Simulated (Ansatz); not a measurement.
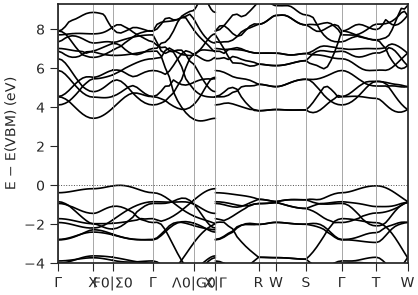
Figure. Band structure from r²SCAN in the plane-wave PAW code Ansatz

The gap is 3.30 eV; an edge lies off the plotted path or next to a special point (maximum off the standard path, minimum on the G0–X line, 32 % of the way from G0).

The material is SiS$_{2}$ in space group Ibam (No. 72; Si on 4a, S on 8j).

The r²SCAN relaxation kept the symmetry of its start. A crystal of weakly bound chains computed without a dispersion correction: the cell and the soft elastic constants depend strongly on that.

Potentials: the later of the program's two PAW sets.
